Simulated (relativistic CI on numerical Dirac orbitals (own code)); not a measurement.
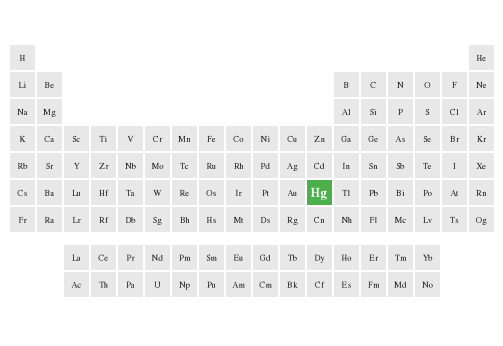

The place of mercury in the periodic table.

Run report: Hg⁶⁺, relativistic CI calculation

System: Hg⁶⁺.
Method: Dirac-Coulomb-Breit CI, KLI orbitals optimised for each configuration, model QED (radiative potential, 1s self-energy scaled to tabulated hydrogen-like ionisation energies), numerical settings as typed (relativistic CI on numerical Dirac orbitals, in-house).

## Outcome

| quantity | value |
| --- | --- |
| outcome | refused by the program |
| hardware | 1 CPU thread, shared host |

## What went wrong

This input holds a deliberate fault: charge. The program refused the input; the driver noted: configuration [Xe] 4f14 5d6 has 74 electrons, the ion has 73.

## Input
```
atom Hg  Z=80  charge=7  electrons=73
nucleus A=202  rms_radius_fm=5.4648
hamiltonian dirac-coulomb  breit=on  qed=on  c_scale=1
orbitals kli  potential=per-configuration
slater_scale 1
correlation none
mixing on
grid step=0.0125 r_max=37.1
scf mixing=0.4 start=green max_iterations=71 tolerance=2e-08 node_fill=0.05
configurations
  [Xe] 4f14 5d6
  [Xe] 4f14 5d5 6s
  [Xe] 4f14 5d5 6p
end
```

Launched within a batch (the task file carries these settings):
```bash
python <driver script> task.json out
```

The program writes its results to a structured record and prints no log; tables and figures of this report are taken from that record.
